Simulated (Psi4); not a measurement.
# InSiNH6 (SMILES N[SiH2][InH2]): HF/def2-SVP (core potential)

Aim: the energy change on altering one bond length of InSiNH6 at HF/def2-SVP (core potential), from 2 runs. 

The calculation is run with Psi4 1.11.

2 further runs of the same task are left out: 2 set aside as unsound or not needed. Runs told in other sessions of the task aren't counted.

## Step 1: The system as given

The species is InSiNH6 (9 atoms), meant as a singlet with charge 0. As SMILES, `N[SiH2][InH2]`. Geometry: relaxed at PBE0-D4/def2-TZVP. This is one conformer, not always the lowest.

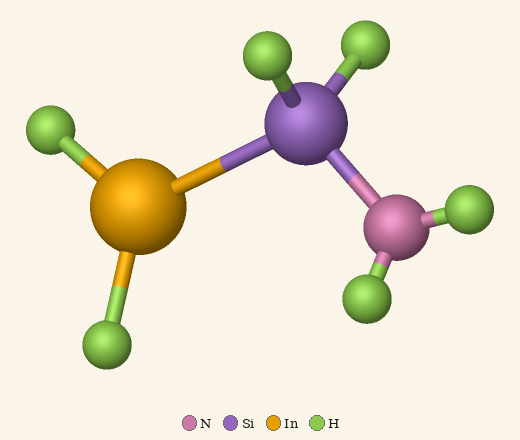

Viewed from a chosen angle; nitrogen pink, silicon purple, indium amber, hydrogen green.

## Step 2: The energy at HF/def2-SVP (core potential)

calc.in

```
memory 2200 mb

molecule system {
  N     -0.891500     0.591400    -1.336400
  Si     0.373800     0.744000    -0.168700
  In     0.267200    -1.255400     1.446100
  H     -1.095600    -0.314200    -1.726600
  H     -1.035700     1.316000    -2.022500
  H      0.170000     2.036500     0.545200
  H      1.758900     0.832100    -0.740700
  H     -0.551200    -2.716800     0.991900
  H      1.004100    -1.233700     3.011600
  symmetry c1
  no_reorient
  no_com
}

set {
  basis         def2-SVP
  puream        true
  e_convergence 1e-09
  d_convergence 1e-08
  scf_type      pk
}

e_tot, wfn = energy('scf', return_wfn=True)
oeprop(wfn, 'QUADRUPOLE', 'DIPOLE', 'LOWDIN_CHARGES')
print_variables()
```

Command:

```console
psi4 calc.in calc.out -n 1
```

calc.out:

```text
[...]
    !!!  WARNING: ECP capability is in beta. Please check occupations closely.  !!!
[...]
  Running in c1 symmetry.
[...]
  Nuclear repulsion =  171.526686821222199
[...]
  Multiplicity = 1
[...]
  Nalpha       = 24
  Nbeta        = 24
[...]
    Number of basis functions: 88
[...]
   @RHF iter   1:  -535.84420400340662   -1.51791e+00   4.69411e-03 DIIS/ADIIS
[...]
   @RHF iter  11:  -535.93847590024143   -6.82121e-12   4.38123e-09 DIIS
[...]
    Orbital Energies [Eh]
    ---------------------
    Doubly Occupied:
       1A    -68.756160     2A    -15.534834     3A     -6.124650
       4A     -5.380586     5A     -4.235321     6A     -4.235051
       7A     -4.234585     8A     -3.641422     9A     -3.631946
      10A     -3.631743    11A     -1.117492    12A     -1.028362
      13A     -1.021535    14A     -1.020983    15A     -1.017751
      16A     -1.014816    17A     -0.705314    18A     -0.654639
      19A     -0.552059    20A     -0.530507    21A     -0.484999
      22A     -0.401485    23A     -0.396196    24A     -0.344723
[...]
  @RHF Final Energy:  -535.93847590024143
   => Energetics <=
    Nuclear Repulsion Energy =            171.5266868212221993
    One-Electron Energy =               -1155.5360088318345788
    Two-Electron Energy =                 448.0708461103708373
    Total Energy =                       -535.9384759002414285
[...]
 Multipole Moments:
 ------------------------------------------------------------------------------------
     Multipole            Electronic (a.u.)      Nuclear  (a.u.)        Total (a.u.)
 ------------------------------------------------------------------------------------
 L = 1.  Multiply by 2.5417464519 to convert [e a0] to [Debye]
 Dipole X            :         -9.2657070            9.1734865           -0.0922205
 Dipole Y            :         22.4686717          -22.4644973            0.0041744
 Dipole Z            :        -35.9062254           35.3575317           -0.5486938
 Magnitude           :                                                    0.5564053
 L = 2.  Multiply by 1.3450342976 to convert [e a0^2] to [Debye ang]
 Quadrupole XX       :        -91.2196776           56.1606005          -35.0590771
 Quadrupole XY       :         18.9810674          -20.6823483           -1.7012809
[...]
```

It took 2.1 s on 1 thread of AMD EPYC 9R45 (Zen 5), shared host; peak memory 0.3 GiB.

## Step 3: The distorted shape at the same level

calc.py

```python
import psi4

psi4.set_memory(2200000000)
psi4.set_num_threads(1)
psi4.set_output_file('psi4.out', False)

molecule = psi4.geometry("""
0 1
N     -2.04334763     1.07432820    -2.85642119
Si     0.70637963     1.40595624    -0.31879680
In     0.50493482    -2.37236218     2.73273295
H     -2.42904073    -0.63700778    -3.59379233
H     -2.31584614     2.44362375    -4.15296229
H      0.32125344     3.84842725     1.03027868
H      3.32383928     1.57244111    -1.39972014
H     -1.04161704    -5.13400794     1.87441934
H      1.89747400    -2.33135512     5.69109920
units au
symmetry c1
""")

psi4.set_options({
    'puream': True,
    'e_convergence': 1e-09,
    'd_convergence': 1e-08,
    'scf_type': 'pk',
})

e_tot, wfn = psi4.energy("scf/def2-SVP", return_wfn=True)
psi4.oeprop(wfn, "WIBERG_LOWDIN_INDICES", "QUADRUPOLE", "DIPOLE")
print('E =', round(e_tot, 9))
```

Command:

```console
python calc.py
```

psi4.out:

```text
[...]
    !!!  WARNING: ECP capability is in beta. Please check occupations closely.  !!!
[...]
  Running in c1 symmetry.
[...]
  Nuclear repulsion =  165.300744260024516
[...]
  Multiplicity = 1
[...]
  Nalpha       = 24
  Nbeta        = 24
[...]
    Number of basis functions: 88
[...]
   @RHF iter   1:  -535.82383569389310   -1.77798e+00   4.62682e-03 DIIS/ADIIS
[...]
   @RHF iter  11:  -535.91573260795167   -1.97815e-11   7.54050e-09 DIIS
[...]
    Orbital Energies [Eh]
    ---------------------
    Doubly Occupied:
       1A    -68.778918     2A    -15.528704     3A     -6.143308
       4A     -5.388026     5A     -4.253936     6A     -4.253629
       7A     -4.252948     8A     -3.648895     9A     -3.639610
      10A     -3.639082    11A     -1.071779    12A     -1.035762
      13A     -1.029173    14A     -1.028250    15A     -1.025175
      16A     -1.022406    17A     -0.696460    18A     -0.623504
      19A     -0.541527    20A     -0.509880    21A     -0.480111
      22A     -0.401838    23A     -0.380058    24A     -0.356088
[...]
  @RHF Final Energy:  -535.91573260795167
   => Energetics <=
    Nuclear Repulsion Energy =            165.3007442600245156
    One-Electron Energy =               -1142.9748232479437320
    Two-Electron Energy =                 441.7583463799675201
    Total Energy =                       -535.9157326079516679
[...]
 Multipole Moments:
 ------------------------------------------------------------------------------------
     Multipole            Electronic (a.u.)      Nuclear  (a.u.)        Total (a.u.)
 ------------------------------------------------------------------------------------
 L = 1.  Multiply by 2.5417464519 to convert [e a0] to [Debye]
 Dipole X            :          8.6878140           -8.4671094            0.2207046
 Dipole Y            :        -41.5367740           41.5038545           -0.0329195
 Dipole Z            :         45.3521168          -45.5525695           -0.2004527
 Magnitude           :                                                    0.2999592
 L = 2.  Multiply by 1.3450342976 to convert [e a0^2] to [Debye ang]
 Quadrupole XX       :       -104.8283728           69.4236337          -35.4047391
 Quadrupole XY       :         26.8654060          -27.8335733           -0.9681673
[...]
```

The script printed:

```text
E = -535.915732608
```

Run time: 2.1 s. Hardware: 1 thread of AMD EPYC 9R45 (Zen 5), shared host; peak memory 0.3 GiB.

## Step 4: Results

At HF/def2-SVP (core potential):

| quantity | value |
| --- | --- |
| first shape: total energy | -535.93848 Eh |
| first shape: dipole moment | 1.41 D |
| first shape: HOMO energy | -9.38 eV |
| first shape: LUMO energy | 0.64 eV |
| first shape: HOMO–LUMO gap | 10.02 eV |
| distorted shape: total energy | -535.91573 Eh |
| distorted shape: dipole moment | 0.76 D |
| distorted shape: HOMO energy | -9.69 eV |
| distorted shape: LUMO energy | 0.51 eV |
| distorted shape: HOMO–LUMO gap | 10.20 eV |
| energy change with the N1–Si2 bond stretched from 1.729 to 1.988 Å | 0.619 eV |

In words: With the N1–Si2 bond stretched from 1.729 to 1.988 Å the energy rises by 0.62 eV (14.3 kcal/mol). The first shape isn't relaxed at this level, so the change isn't measured from a minimum. With no_com the log's rotational constants are taken about the origin, not the centre of mass, so they aren't the molecule's.
